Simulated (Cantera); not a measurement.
Feed: 1 mol CF4, equilibrated at 133 Pa.

These are equilibrium values from Cantera (NASA tables, ideal gas, pure condensed phases), not measurements of a reactor. Candidate condensed phases: C; 13 gas species. Gases not in the tables: C2F6 and larger saturated fluorocarbons. Equilibrium is a limit: real reactors are often held back by kinetics, nucleation or transport.

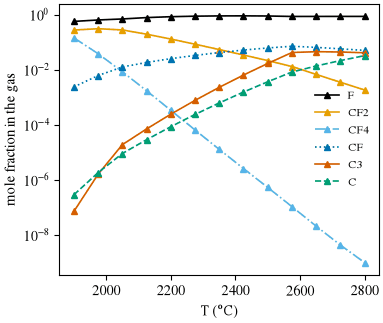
Fig. 1. Equilibrium gas composition (values under 1e-9 drawn at 1e-9)

From 1900 °C to 1975 °C nothing is condensed. From 2050 °C to 2575 °C the condensed part is C(graphite). From 2650 °C to 2800 °C nothing is condensed. The main C-bearing gas is CF2 at 1900 °C and C3 at 2800 °C.
